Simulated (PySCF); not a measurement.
## Electronic structure of CoO (quartet) in real space

| atom | x (Å) | y (Å) | z (Å) |
| --- | --- | --- | --- |
| Co | 0.0000 | 0.0000 | -0.3445 |
| O | 0.0000 | 0.0000 | 1.2695 |

⟨S²⟩ = 3.84, above the pure value of 3.75.

Level of theory: PBE0/def2-TZVP, non-relativistic Hamiltonian with scalar-relativistic core potentials where named, at a bond length of 1.614 Å (PySCF).

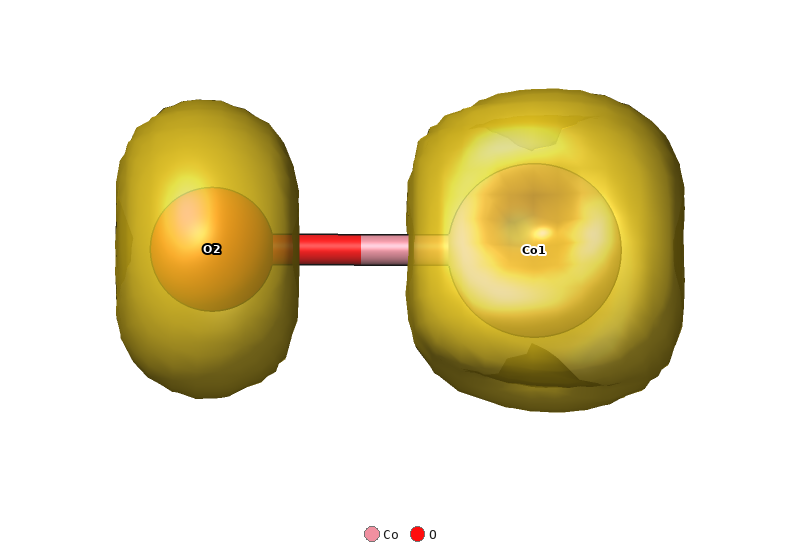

Figure 1. Isosurfaces of the spin density (α minus β) at +0.15 (yellow) and −0.15 e/Å³ (cyan), seen from one side.

Q: Which atoms carry the spin?

A: The unpaired spin (3 electrons) lies mostly on Co1 (about 2.3) and O2 (about 0.7), in electrons by Hirshfeld's partition.

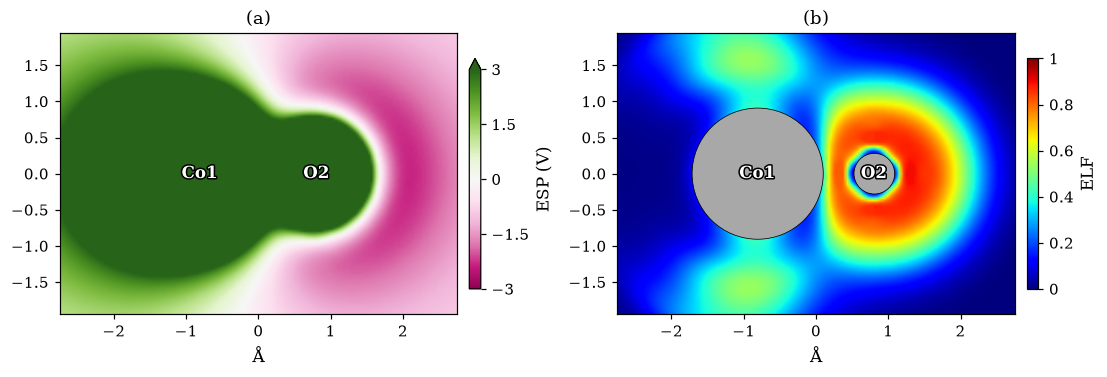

Figure 2. (a) molecular electrostatic potential; (b) electron localisation function on a plane that holds the molecular axis. Grey discs cover the atomic cores in the ELF map.

Q: What do the fields say about this system?

A: Atoms in the plane: Co and O.
Co–O (1.61 Å): the ELF peaks at about 0.80 in the valence shell of O, 0.5 Å from its nucleus, and is about 0.25 at the midpoint.
Outside the dense part of the molecule the potential is most negative (−2.3 V) near O2.

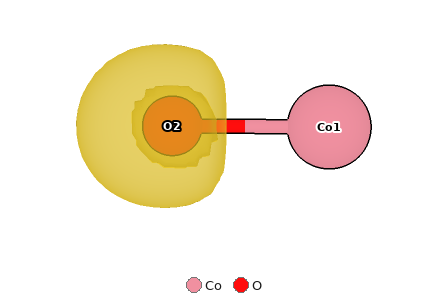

Figure 3. Isosurface of the electron localisation function at 0.75 (yellow), seen from one side. Core shells and regions of very low density are left out.

Q: Describe the localisation domains.

A: The surface consists of one region wrapped around O (its valence shell).

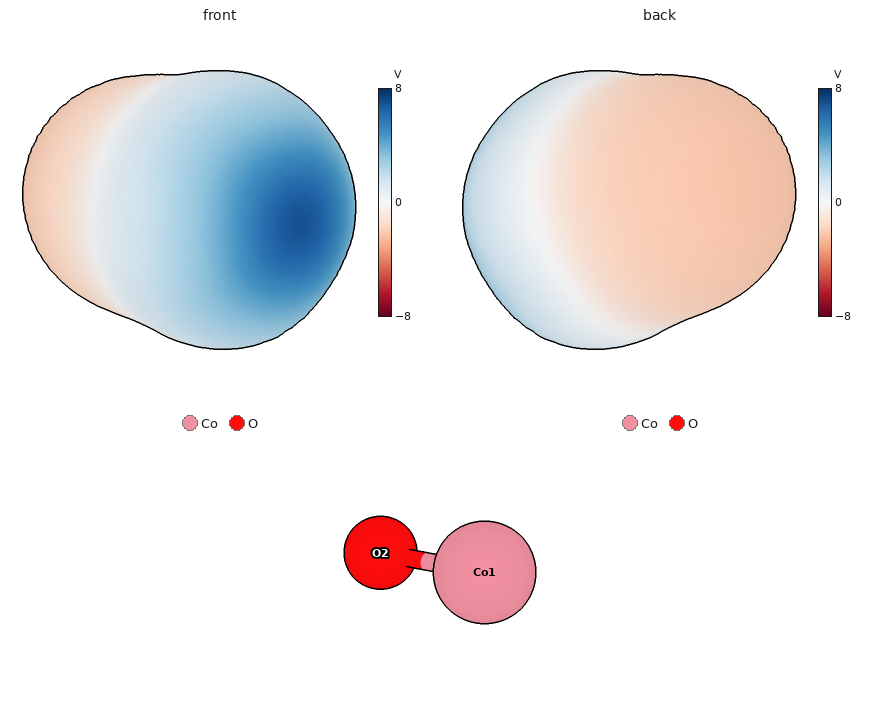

Figure 4. The electrostatic potential painted on the density surface at 0.004 e/bohr³, seen from the front and from behind; red is negative and blue positive. The bare structure is drawn below in the same view.

Q: Which sites attract a positive test charge, and which a negative one?

A: A positive charge is drawn to the negative regions and a negative charge to the positive ones. The most negative region (about −2.2 V) lies over O2, the most positive (about +6.8 V) over Co1. O2 is the likeliest acceptor of a hydrogen bond.
